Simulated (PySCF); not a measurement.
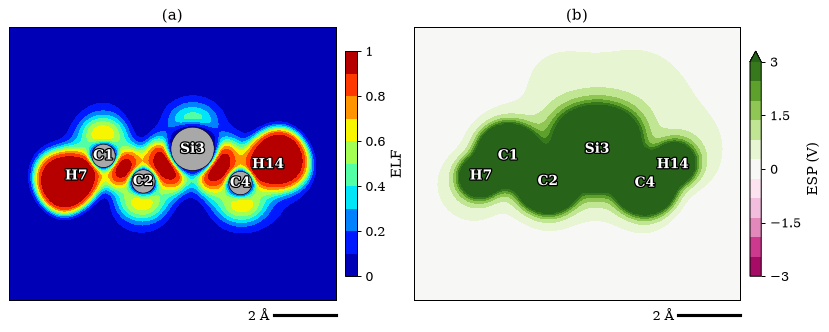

Figure. C4H11ClSi. (a) ELF; (b) molecular electrostatic potential on the plane of atoms C2, Si3 and C4. Grey discs cover the atomic cores in the ELF map.

Geometry: GFN2-xTB.

These are results of CAM-B3LYP/def2-SVPD, SCF density, gas phase in PySCF, not measurements.

```xyz
17

C     2.0354   -0.9785    0.5244
C     1.1465    0.2555    0.6544
Si   -0.2569    0.3314   -0.6321
C    -1.3349    1.8711   -0.3728
C    -1.3720   -1.2206   -0.4390
Cl   -2.0327   -1.2828    1.2195
H     2.8383   -0.9544    1.2593
H     1.4586   -1.8856    0.6857
H     2.4826   -1.0299   -0.4657
H     1.7674    1.1481    0.5634
H     0.7220    0.2776    1.6599
H     0.2765    0.2717   -2.0052
H    -0.7548    2.7816   -0.4838
H    -2.1449    1.9065   -1.0948
H    -1.7785    1.8797    0.6188
H    -0.8325   -2.1518   -0.5915
H    -2.2270   -1.2074   -1.1102
```

Question: What do the fields say about this system?

Answer: The plane passes through C, Si and H nuclei.
C–C (1.53 Å): the ELF peaks at about 0.95 between the atoms: a covalent bond.
C–Si (1.90 Å): the ELF peaks at about 0.95 between the atoms, as expected for localised, covalent bonding.
C–H (1.09 Å): the ELF climbs to about 1 towards the hydrogen, as it does in any bond to H: a covalent bond by its length.
The potential has no marked negative region in this plane.
